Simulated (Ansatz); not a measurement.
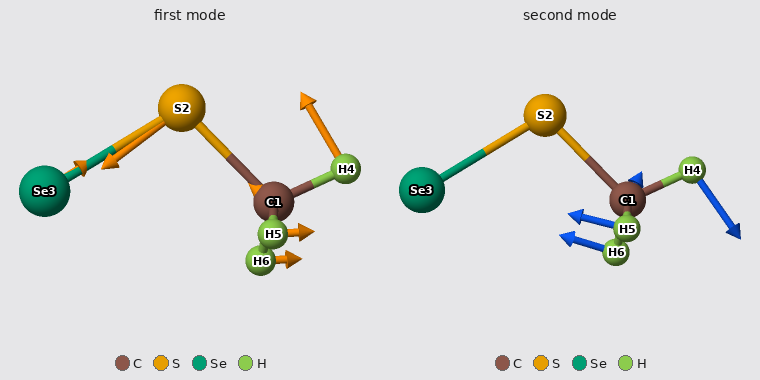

The system is CH₃SSe, SMILES CS[Se-], charge −1; the picture shows the reference structure; its two panels give the patterns of the first and the second mode as arrows. The first coordinate is: normal mode 3 (380 cm⁻¹); the second: normal mode 6 (947 cm⁻¹). Nothing is relaxed (straight displacements along the two mass-weighted modes). The grid has 9 × 9 points. Points are written as (first, second). All energies are given in kJ/mol relative to the relaxed molecule at the same level. All numbers below come from Ansatz 0.2.0, RKS PBE0-D4/def2-SVPD.

Its coordinates:

| atom | x (Å) | y (Å) | z (Å) |
| --- | --- | --- | --- |
| C | -0.4022 | 0.4132 | -0.2065 |
| S | 0.2714 | -0.3470 | 1.2933 |
| Se | 1.7662 | -1.7879 | 0.4499 |
| H | -1.1631 | 1.1547 | 0.0917 |
| H | 0.3944 | 0.9156 | -0.7769 |
| H | -0.8668 | -0.3486 | -0.8515 |

Range: normal mode 3 (380 cm⁻¹) from −1.502 to 1.502 amu½·Å; normal mode 6 (947 cm⁻¹) from −0.604 to 0.604 amu½·Å.

> Predict the map.

The lowest grid point is at (0.000 amu½·Å, 0.000 amu½·Å), 0 kJ/mol from the relaxed molecule at the same level. No other kind of well shows on this grid. The highest grid point, (1.502 amu½·Å, −0.604 amu½·Å), lies 174 kJ/mol above the lowest.

```csv
"normal mode 6 (947 cm⁻¹) ↓, normal mode 3 (380 cm⁻¹) →",−1.502,−1.126,−0.751,−0.375,0.000,0.375,0.751,1.126,1.502
0.604,130,108,89,75,67,68,81,108,157
0.453,89,69,53,41,36,39,52,81,129
0.302,61,43,29,19,15,19,33,62,110
0.151,45,29,16,7,4,8,22,50,98
0.000,39,24,12,3,0,4,18,46,94
−0.151,42,27,15,7,4,8,22,50,98
−0.302,52,37,26,18,15,20,35,64,112
−0.453,69,55,44,37,35,41,57,88,137
−0.604,93,81,71,66,66,73,91,123,174
```

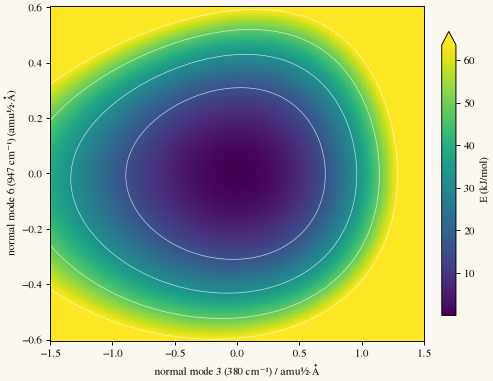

The picture shows a smooth colour map with a few white contour lines, one colour for all values above the top of the scale. Between grid points the surface is interpolated.

The whole map (81 points run) took 10 min on 1 thread of Arm Neoverse V1, on a shared host.
